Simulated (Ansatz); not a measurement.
## Molecular dynamics of Si₂NH₅Cl₂ (part 1 of 5)

- system: Si₂NH₅Cl₂
- method: RKS PBE0-D4/6-31G (Ansatz 0.2.0)

It belongs to a series of runs on one base structure; here: dynamics from the last frame of an earlier run. Figures and captions count atoms from 1; the log counts them from 0 in places.

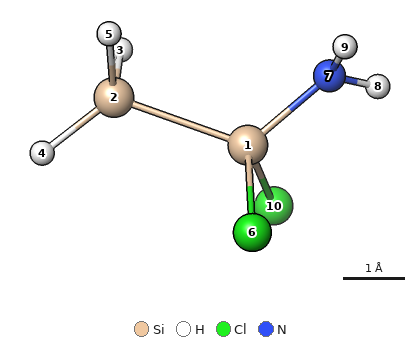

Fig. 1: The input geometry (ball-and-stick view, seen at a tilt; atoms are numbered from 1 in the order of the input). Bond lengths as drawn: Cl–Si 2.24 to 2.28 Å, H–N 0.99 Å, H–Si 1.49 to 1.50 Å, N–Si 1.76 Å and Si–Si 2.33 Å.

## Input
```yaml
crystal:
  periodic: [false, false, false]
  atoms:
    - { symbol: Si, position_ang: [-0.046562, 0.053978, -0.026342] }
    - { symbol: Si, position_ang: [0.102238, -0.059618, 2.299148] }
    - { symbol: H, position_ang: [-1.359317, -0.236514, 2.582207] }
    - { symbol: H, position_ang: [0.935201, -1.074928, 3.001419] }
    - { symbol: H, position_ang: [0.395158, 1.335685, 2.744445] }
    - { symbol: Cl, position_ang: [2.109771, 0.111893, -0.765039] }
    - { symbol: "N", position_ang: [-0.937888, 1.367444, -0.792538] }
    - { symbol: H, position_ang: [-1.515483, 1.125434, -1.55922] }
    - { symbol: H, position_ang: [-0.617287, 2.300738, -0.87219] }
    - { symbol: Cl, position_ang: [-1.177186, -1.75585, -0.723189] }
basis:
  gaussian: { orbitals: "6-31G" }
hamiltonian:
  xc: pbe0
  dispersion: d4
md:
  timestep: 1.0
  n_steps: 150
  ensemble: nvt_nose_hoover
  temperature: 1000.0
  initial_velocities: maxwell_boltzmann
  seed: 505607
  nose_hoover: { tau: 50.0, chain_length: 1 }
```

Machine: 1 thread of Arm Neoverse V1, 24 GiB of memory available, shared host.

Command:
```bash
ansatz run input.yaml --threads 1 --pin off --max-ram 2048MiB --backend cpu --events-out ev --progress --plain --runs-dir out
```

## The program's output
```
Engine: ansatz 0.2.0, aarch64-unknown-linux-gnu
Functional definition: PBE0
  parameter a = 0.25
  parameter kappa = 0.804
  parameter beta = 0.06672455060314922
  exchange = (1 - a)*pbe_x(kappa = kappa, mu = beta*pi^2/3) + a*exact_x
  correlation = pbe_c(beta = beta)
903 factors; integrals over basis functions are off by at most 1.7e-4 eV
mean field evaluation 1: about -42348.0015 eV, gradient 4.9e1 eV
mean field evaluation 2: about -42338.0402 eV, gradient 7.8e1 eV
mean field evaluation 4: about -42353.2662 eV, gradient 4.3e0 eV
mean field evaluation 8: about -42353.3246 eV, gradient 1.3e-2 eV
mean field -42353.32460235 eV, -1556.4559710217 hartree, gradient 1.7e-5 eV, S^2 0.000000; 0 other end points of the search recorded, 0 dependent functions left out
the calculation of the forces begins
reference -42353.32463194 eV, -1556.4559721092 hartree; 37, 37 occupied and 34, 34 virtual orbitals, 903 factors
md step     0: t =     0.00 fs  T =  1000.0 K  F+E_penalty+E_count = -42353.59302501 eV  E_kin = 1.034080 eV  conserved = -42352.55894502 eV  (24 SCF iters)
these checks for a lower state are left out or cut short: starts, cluster_reference, orbital_swaps, neighbouring_geometries, increment
903 factors; integrals over basis functions are off by at most 1.7e-4 eV
mean field evaluation 16: about -42353.2466 eV, gradient 2.5e0 eV
mean field -42353.26763018 eV, -1556.4538773332 hartree, gradient 2.1e-5 eV, S^2 0.000000; 0 other end points of the search recorded, 0 dependent functions left out
the calculation of the forces begins
reference -42353.26765972 eV, -1556.4538784188 hartree; 37, 37 occupied and 34, 34 virtual orbitals, 903 factors
md step     1: t =     1.00 fs  T =   954.0 K  F+E_penalty+E_count = -42353.53663367 eV  E_kin = 0.986543 eV  conserved = -42352.55009516 eV  (25 SCF iters, 3 dispersion substeps)
[... from here on the SCF iterations and repeated set-up lines of each step are left out, up to the last step ...]
md step     2: t =     2.00 fs  T =   944.5 K  F+E_penalty+E_count = -42353.52828926 eV  E_kin = 0.976739 eV  conserved = -42352.55159193 eV  (25 SCF iters, 3 dispersion substeps)
md step     3: t =     3.00 fs  T =   957.5 K  F+E_penalty+E_count = -42353.55003029 eV  E_kin = 0.990088 eV  conserved = -42352.56006288 eV  (25 SCF iters, 3 dispersion substeps)
md step     4: t =     4.00 fs  T =   902.6 K  F+E_penalty+E_count = -42353.49036919 eV  E_kin = 0.933347 eV  conserved = -42352.55725753 eV  (25 SCF iters, 3 dispersion substeps)
md step     5: t =     5.00 fs  T =   803.8 K  F+E_penalty+E_count = -42353.38103773 eV  E_kin = 0.831170 eV  conserved = -42352.55028068 eV  (26 SCF iters, 3 dispersion substeps)
md step     6: t =     6.00 fs  T =   751.0 K  F+E_penalty+E_count = -42353.32403438 eV  E_kin = 0.776593 eV  conserved = -42352.54813869 eV  (26 SCF iters, 3 dispersion substeps)
md step     7: t =     7.00 fs  T =   775.0 K  F+E_penalty+E_count = -42353.35271740 eV  E_kin = 0.801440 eV  conserved = -42352.55240697 eV  (26 SCF iters, 3 dispersion substeps)
md step     8: t =     8.00 fs  T =   815.3 K  F+E_penalty+E_count = -42353.40071820 eV  E_kin = 0.843056 eV  conserved = -42352.55938884 eV  (26 SCF iters, 3 dispersion substeps)
md step     9: t =     9.00 fs  T =   784.4 K  F+E_penalty+E_count = -42353.36762773 eV  E_kin = 0.811106 eV  conserved = -42352.55897599 eV  (27 SCF iters, 3 dispersion substeps)
md step    10: t =    10.00 fs  T =   700.9 K  F+E_penalty+E_count = -42353.26975707 eV  E_kin = 0.724779 eV  conserved = -42352.54824301 eV  (26 SCF iters, 3 dispersion substeps)
md step    11: t =    11.00 fs  T =   681.8 K  F+E_penalty+E_count = -42353.25089273 eV  E_kin = 0.705066 eV  conserved = -42352.55001340 eV  (26 SCF iters, 3 dispersion substeps)
md step    12: t =    12.00 fs  T =   711.9 K  F+E_penalty+E_count = -42353.29059547 eV  E_kin = 0.736136 eV  conserved = -42352.55975679 eV  (26 SCF iters, 3 dispersion substeps)
md step    13: t =    13.00 fs  T =   682.5 K  F+E_penalty+E_count = -42353.25629779 eV  E_kin = 0.705743 eV  conserved = -42352.55713287 eV  (26 SCF iters, 3 dispersion substeps)
md step    14: t =    14.00 fs  T =   609.3 K  F+E_penalty+E_count = -42353.17225709 eV  E_kin = 0.630108 eV  conserved = -42352.55008334 eV  (26 SCF iters, 3 dispersion substeps)
md step    15: t =    15.00 fs  T =   581.8 K  F+E_penalty+E_count = -42353.13993524 eV  E_kin = 0.601597 eV  conserved = -42352.54771399 eV  (26 SCF iters, 3 dispersion substeps)
md step    16: t =    16.00 fs  T =   633.9 K  F+E_penalty+E_count = -42353.19608859 eV  E_kin = 0.655493 eV  conserved = -42352.55165239 eV  (26 SCF iters, 3 dispersion substeps)
md step    17: t =    17.00 fs  T =   710.7 K  F+E_penalty+E_count = -42353.28027828 eV  E_kin = 0.734954 eV  conserved = -42352.55844069 eV  (26 SCF iters, 3 dispersion substeps)
md step    18: t =    18.00 fs  T =   727.4 K  F+E_penalty+E_count = -42353.29546006 eV  E_kin = 0.752232 eV  conserved = -42352.55872291 eV  (25 SCF iters, 3 dispersion substeps)
md step    19: t =    19.00 fs  T =   690.7 K  F+E_penalty+E_count = -42353.24590250 eV  E_kin = 0.714260 eV  conserved = -42352.54964437 eV  (26 SCF iters, 3 dispersion substeps)
md step    20: t =    20.00 fs  T =   696.8 K  F+E_penalty+E_count = -42353.25089017 eV  E_kin = 0.720553 eV  conserved = -42352.55096845 eV  (26 SCF iters, 3 dispersion substeps)
md step    21: t =    21.00 fs  T =   730.6 K  F+E_penalty+E_count = -42353.29219449 eV  E_kin = 0.755470 eV  conserved = -42352.56023814 eV  (26 SCF iters, 3 dispersion substeps)
md step    22: t =    22.00 fs  T =   690.6 K  F+E_penalty+E_count = -42353.24563703 eV  E_kin = 0.714085 eV  conserved = -42352.55809663 eV  (26 SCF iters, 3 dispersion substeps)
md step    23: t =    23.00 fs  T =   590.8 K  F+E_penalty+E_count = -42353.13207011 eV  E_kin = 0.610893 eV  conserved = -42352.55061997 eV  (26 SCF iters, 3 dispersion substeps)
md step    24: t =    24.00 fs  T =   526.9 K  F+E_penalty+E_count = -42353.05993318 eV  E_kin = 0.544904 eV  conserved = -42352.54718759 eV  (26 SCF iters, 3 dispersion substeps)
md step    25: t =    25.00 fs  T =   548.9 K  F+E_penalty+E_count = -42353.08280618 eV  E_kin = 0.567641 eV  conserved = -42352.55014765 eV  (26 SCF iters, 3 dispersion substeps)
md step    26: t =    26.00 fs  T =   615.6 K  F+E_penalty+E_count = -42353.15516720 eV  E_kin = 0.636536 eV  conserved = -42352.55688529 eV  (26 SCF iters, 3 dispersion substeps)
md step    27: t =    27.00 fs  T =   641.0 K  F+E_penalty+E_count = -42353.17918251 eV  E_kin = 0.662802 eV  conserved = -42352.55836600 eV  (26 SCF iters, 3 dispersion substeps)
md step    28: t =    28.00 fs  T =   617.1 K  F+E_penalty+E_count = -42353.14144706 eV  E_kin = 0.638154 eV  conserved = -42352.54920328 eV  (26 SCF iters, 3 dispersion substeps)
md step    29: t =    29.00 fs  T =   639.5 K  F+E_penalty+E_count = -42353.16080911 eV  E_kin = 0.661298 eV  conserved = -42352.54953836 eV  (26 SCF iters, 3 dispersion substeps)
md step    30: t =    30.00 fs  T =   701.0 K  F+E_penalty+E_count = -42353.23049945 eV  E_kin = 0.724858 eV  conserved = -42352.56025889 eV  (25 SCF iters, 3 dispersion substeps)
md step    31: t =    31.00 fs  T =   689.2 K  F+E_penalty+E_count = -42353.21195324 eV  E_kin = 0.712727 eV  conserved = -42352.55877918 eV  (25 SCF iters, 3 dispersion substeps)
md step    32: t =    32.00 fs  T =   610.6 K  F+E_penalty+E_count = -42353.11777677 eV  E_kin = 0.631378 eV  conserved = -42352.55073548 eV  (25 SCF iters, 3 dispersion substeps)
md step    33: t =    33.00 fs  T =   567.2 K  F+E_penalty+E_count = -42353.06448963 eV  E_kin = 0.586536 eV  conserved = -42352.54681430 eV  (25 SCF iters, 3 dispersion substeps)
md step    34: t =    34.00 fs  T =   616.7 K  F+E_penalty+E_count = -42353.11377533 eV  E_kin = 0.637726 eV  conserved = -42352.54966528 eV  (27 SCF iters, 3 dispersion substeps)
md step    35: t =    35.00 fs  T =   719.5 K  F+E_penalty+E_count = -42353.22174864 eV  E_kin = 0.743978 eV  conserved = -42352.55696422 eV  (26 SCF iters, 3 dispersion substeps)
md step    36: t =    36.00 fs  T =   778.2 K  F+E_penalty+E_count = -42353.27961194 eV  E_kin = 0.804713 eV  conserved = -42352.56051864 eV  (24 SCF iters, 3 dispersion substeps)
md step    37: t =    37.00 fs  T =   759.6 K  F+E_penalty+E_count = -42353.24477757 eV  E_kin = 0.785497 eV  conserved = -42352.55164400 eV  (24 SCF iters, 3 dispersion substeps)
md step    38: t =    38.00 fs  T =   766.1 K  F+E_penalty+E_count = -42353.24033018 eV  E_kin = 0.792165 eV  conserved = -42352.54737032 eV  (25 SCF iters, 3 dispersion substeps)
md step    39: t =    39.00 fs  T =   835.0 K  F+E_penalty+E_count = -42353.31645530 eV  E_kin = 0.863494 eV  conserved = -42352.55949637 eV  (24 SCF iters, 3 dispersion substeps)
md step    40: t =    40.00 fs  T =   840.3 K  F+E_penalty+E_count = -42353.31584004 eV  E_kin = 0.868897 eV  conserved = -42352.56126594 eV  (23 SCF iters, 3 dispersion substeps)
md step    41: t =    41.00 fs  T =   743.0 K  F+E_penalty+E_count = -42353.19952243 eV  E_kin = 0.768270 eV  conserved = -42352.55304797 eV  (23 SCF iters, 3 dispersion substeps)
md step    42: t =    42.00 fs  T =   639.0 K  F+E_penalty+E_count = -42353.07975010 eV  E_kin = 0.660783 eV  conserved = -42352.54743130 eV  (24 SCF iters, 3 dispersion substeps)
md step    43: t =    43.00 fs  T =   608.3 K  F+E_penalty+E_count = -42353.04275415 eV  E_kin = 0.629059 eV  conserved = -42352.54836107 eV  (24 SCF iters, 3 dispersion substeps)
md step    44: t =    44.00 fs  T =   638.5 K  F+E_penalty+E_count = -42353.07406911 eV  E_kin = 0.660265 eV  conserved = -42352.55486827 eV  (24 SCF iters, 3 dispersion substeps)
md step    45: t =    45.00 fs  T =   641.6 K  F+E_penalty+E_count = -42353.07589298 eV  E_kin = 0.663415 eV  conserved = -42352.56030472 eV  (24 SCF iters, 3 dispersion substeps)
md step    46: t =    46.00 fs  T =   566.4 K  F+E_penalty+E_count = -42352.98298786 eV  E_kin = 0.585655 eV  conserved = -42352.55172210 eV  (24 SCF iters, 3 dispersion substeps)
md step    47: t =    47.00 fs  T =   529.2 K  F+E_penalty+E_count = -42352.92794247 eV  E_kin = 0.547213 eV  conserved = -42352.54126501 eV  (24 SCF iters, 3 dispersion substeps)
md step    48: t =    48.00 fs  T =   632.8 K  F+E_penalty+E_count = -42353.04174119 eV  E_kin = 0.654390 eV  conserved = -42352.55462871 eV  (24 SCF iters, 3 dispersion substeps)
md step    49: t =    49.00 fs  T =   739.1 K  F+E_penalty+E_count = -42353.15130576 eV  E_kin = 0.764273 eV  conserved = -42352.56247612 eV  (23 SCF iters, 3 dispersion substeps)
md step    50: t =    50.00 fs  T =   733.3 K  F+E_penalty+E_count = -42353.12960173 eV  E_kin = 0.758331 eV  conserved = -42352.55564455 eV  (23 SCF iters, 3 dispersion substeps)
md step    51: t =    51.00 fs  T =   683.5 K  F+E_penalty+E_count = -42353.06193544 eV  E_kin = 0.706827 eV  conserved = -42352.54823520 eV  (24 SCF iters, 3 dispersion substeps)
md step    52: t =    52.00 fs  T =   691.6 K  F+E_penalty+E_count = -42353.06044197 eV  E_kin = 0.715151 eV  conserved = -42352.54708772 eV  (23 SCF iters, 3 dispersion substeps)
md step    53: t =    53.00 fs  T =   774.5 K  F+E_penalty+E_count = -42353.14290395 eV  E_kin = 0.800861 eV  conserved = -42352.55326670 eV  (23 SCF iters, 3 dispersion substeps)
md step    54: t =    54.00 fs  T =   845.0 K  F+E_penalty+E_count = -42353.21381436 eV  E_kin = 0.873831 eV  conserved = -42352.56177105 eV  (23 SCF iters, 3 dispersion substeps)
md step    55: t =    55.00 fs  T =   808.2 K  F+E_penalty+E_count = -42353.15938585 eV  E_kin = 0.835794 eV  conserved = -42352.55627936 eV  (23 SCF iters, 3 dispersion substeps)
md step    56: t =    56.00 fs  T =   750.1 K  F+E_penalty+E_count = -42353.07332683 eV  E_kin = 0.775682 eV  conserved = -42352.54073206 eV  (23 SCF iters, 3 dispersion substeps)
md step    57: t =    57.00 fs  T =   823.7 K  F+E_penalty+E_count = -42353.15012005 eV  E_kin = 0.851799 eV  conserved = -42352.55206298 eV  (23 SCF iters, 3 dispersion substeps)
md step    58: t =    58.00 fs  T =   916.5 K  F+E_penalty+E_count = -42353.24584916 eV  E_kin = 0.947699 eV  conserved = -42352.56379692 eV  (23 SCF iters, 3 dispersion substeps)
md step    59: t =    59.00 fs  T =   875.0 K  F+E_penalty+E_count = -42353.18424152 eV  E_kin = 0.904790 eV  conserved = -42352.55742994 eV  (23 SCF iters, 3 dispersion substeps)
md step    60: t =    60.00 fs  T =   756.1 K  F+E_penalty+E_count = -42353.04052368 eV  E_kin = 0.781819 eV  conserved = -42352.54800148 eV  (24 SCF iters, 3 dispersion substeps)
md step    61: t =    61.00 fs  T =   687.3 K  F+E_penalty+E_count = -42352.95619098 eV  E_kin = 0.710694 eV  conserved = -42352.54495030 eV  (24 SCF iters, 3 dispersion substeps)
md step    62: t =    62.00 fs  T =   713.9 K  F+E_penalty+E_count = -42352.97900493 eV  E_kin = 0.738209 eV  conserved = -42352.55028424 eV  (24 SCF iters, 3 dispersion substeps)
md step    63: t =    63.00 fs  T =   758.8 K  F+E_penalty+E_count = -42353.02453738 eV  E_kin = 0.784652 eV  conserved = -42352.56009293 eV  (23 SCF iters, 3 dispersion substeps)
md step    64: t =    64.00 fs  T =   702.5 K  F+E_penalty+E_count = -42352.95356093 eV  E_kin = 0.726460 eV  conserved = -42352.55809886 eV  (23 SCF iters, 3 dispersion substeps)
md step    65: t =    65.00 fs  T =   589.4 K  F+E_penalty+E_count = -42352.80953146 eV  E_kin = 0.609537 eV  conserved = -42352.54069455 eV  (23 SCF iters, 5 dispersion substeps)
md step    66: t =    66.00 fs  T =   599.6 K  F+E_penalty+E_count = -42352.81603371 eV  E_kin = 0.620080 eV  conserved = -42352.54577728 eV  (24 SCF iters, 5 dispersion substeps)
md step    67: t =    67.00 fs  T =   690.0 K  F+E_penalty+E_count = -42352.91274099 eV  E_kin = 0.713483 eV  conserved = -42352.55918697 eV  (23 SCF iters, 5 dispersion substeps)
md step    68: t =    68.00 fs  T =   697.1 K  F+E_penalty+E_count = -42352.90607623 eV  E_kin = 0.720837 eV  conserved = -42352.55621865 eV  (23 SCF iters, 5 dispersion substeps)
md step    69: t =    69.00 fs  T =   630.8 K  F+E_penalty+E_count = -42352.81790576 eV  E_kin = 0.652330 eV  conserved = -42352.54730668 eV  (23 SCF iters, 5 dispersion substeps)
md step    70: t =    70.00 fs  T =   604.3 K  F+E_penalty+E_count = -42352.77629183 eV  E_kin = 0.624934 eV  conserved = -42352.54327557 eV  (26 SCF iters, 5 dispersion substeps)
md step    71: t =    71.00 fs  T =   676.4 K  F+E_penalty+E_count = -42352.84394773 eV  E_kin = 0.699400 eV  conserved = -42352.54722985 eV  (25 SCF iters, 5 dispersion substeps)
md step    72: t =    72.00 fs  T =   790.0 K  F+E_penalty+E_count = -42352.95891562 eV  E_kin = 0.816935 eV  conserved = -42352.55718096 eV  (25 SCF iters, 5 dispersion substeps)
md step    73: t =    73.00 fs  T =   817.5 K  F+E_penalty+E_count = -42352.97691945 eV  E_kin = 0.845352 eV  conserved = -42352.56063927 eV  (27 SCF iters, 5 dispersion substeps)
md step    74: t =    74.00 fs  T =   740.4 K  F+E_penalty+E_count = -42352.86848709 eV  E_kin = 0.765684 eV  conserved = -42352.54544520 eV  (25 SCF iters, 5 dispersion substeps)
md step    75: t =    75.00 fs  T =   732.7 K  F+E_penalty+E_count = -42352.84346663 eV  E_kin = 0.757702 eV  conserved = -42352.54139025 eV  (24 SCF iters, 5 dispersion substeps)
md step    76: t =    76.00 fs  T =   840.9 K  F+E_penalty+E_count = -42352.95644111 eV  E_kin = 0.869532 eV  conserved = -42352.55656635 eV  (23 SCF iters, 5 dispersion substeps)
md step    77: t =    77.00 fs  T =   894.5 K  F+E_penalty+E_count = -42352.99873891 eV  E_kin = 0.925004 eV  conserved = -42352.55898641 eV  (23 SCF iters, 5 dispersion substeps)
md step    78: t =    78.00 fs  T =   835.1 K  F+E_penalty+E_count = -42352.91202997 eV  E_kin = 0.863604 eV  conserved = -42352.54930909 eV  (23 SCF iters, 5 dispersion substeps)
md step    79: t =    79.00 fs  T =   773.0 K  F+E_penalty+E_count = -42352.82570741 eV  E_kin = 0.799367 eV  conserved = -42352.54186701 eV  (24 SCF iters, 5 dispersion substeps)
md step    80: t =    80.00 fs  T =   812.2 K  F+E_penalty+E_count = -42352.85261010 eV  E_kin = 0.839910 eV  conserved = -42352.54279868 eV  (24 SCF iters, 5 dispersion substeps)
md step    81: t =    81.00 fs  T =   939.6 K  F+E_penalty+E_count = -42352.97746228 eV  E_kin = 0.971631 eV  conserved = -42352.55216010 eV  (24 SCF iters, 5 dispersion substeps)
md step    82: t =    82.00 fs  T =  1026.6 K  F+E_penalty+E_count = -42353.05774130 eV  E_kin = 1.061539 eV  conserved = -42352.56080080 eV  (26 SCF iters, 5 dispersion substeps)
md step    83: t =    83.00 fs  T =   982.4 K  F+E_penalty+E_count = -42352.98163323 eV  E_kin = 1.015867 eV  conserved = -42352.54902854 eV  (23 SCF iters, 5 dispersion substeps)
md step    84: t =    84.00 fs  T =   950.7 K  F+E_penalty+E_count = -42352.91702133 eV  E_kin = 0.983147 eV  conserved = -42352.53510842 eV  (23 SCF iters, 5 dispersion substeps)
md step    85: t =    85.00 fs  T =  1068.9 K  F+E_penalty+E_count = -42353.03702389 eV  E_kin = 1.105364 eV  conserved = -42352.55168974 eV  (23 SCF iters, 5 dispersion substeps)
md step    86: t =    86.00 fs  T =  1174.7 K  F+E_penalty+E_count = -42353.13434716 eV  E_kin = 1.214773 eV  conserved = -42352.56042127 eV  (23 SCF iters, 5 dispersion substeps)
md step    87: t =    87.00 fs  T =  1143.1 K  F+E_penalty+E_count = -42353.07072937 eV  E_kin = 1.182048 eV  conserved = -42352.55089140 eV  (23 SCF iters, 5 dispersion substeps)
md step    88: t =    88.00 fs  T =  1072.1 K  F+E_penalty+E_count = -42352.96803635 eV  E_kin = 1.108615 eV  conserved = -42352.54192343 eV  (25 SCF iters, 5 dispersion substeps)
md step    89: t =    89.00 fs  T =  1085.9 K  F+E_penalty+E_count = -42352.96236773 eV  E_kin = 1.122901 eV  conserved = -42352.54165844 eV  (26 SCF iters, 5 dispersion substeps)
md step    90: t =    90.00 fs  T =  1190.1 K  F+E_penalty+E_count = -42353.05818104 eV  E_kin = 1.230624 eV  conserved = -42352.55041849 eV  (26 SCF iters, 5 dispersion substeps)
md step    91: t =    91.00 fs  T =  1258.7 K  F+E_penalty+E_count = -42353.11851456 eV  E_kin = 1.301618 eV  conserved = -42352.56181151 eV  (25 SCF iters, 5 dispersion substeps)
md step    92: t =    92.00 fs  T =  1157.3 K  F+E_penalty+E_count = -42352.98592590 eV  E_kin = 1.196711 eV  conserved = -42352.55566101 eV  (25 SCF iters, 5 dispersion substeps)
```
